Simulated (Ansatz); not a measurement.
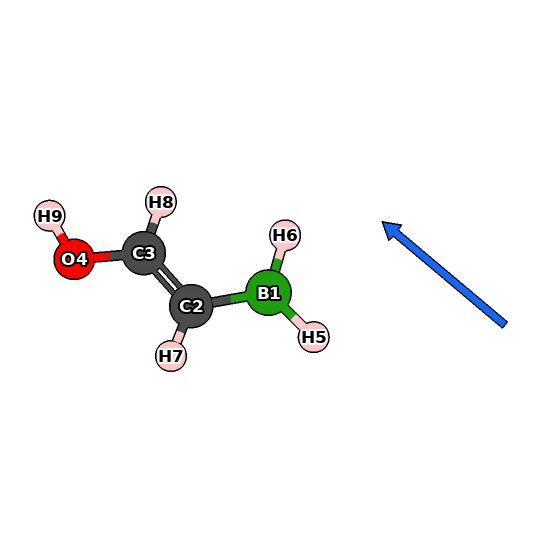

The arrow beside the molecule shows the direction of the dipole moment, from the negative to the positive end (its length means nothing). The geometry was computed by an optimisation with PBE0-D4/def2-TZVP. No frequency run is at hand to confirm it as a minimum. Properties computed with RKS PBE0-D4/def2-TZVP (Ansatz 0.2.0).

> Estimate the dipole moment.

3.28 D; it points from the side of H5 to the side of H9 (the outermost atoms at the two ends).
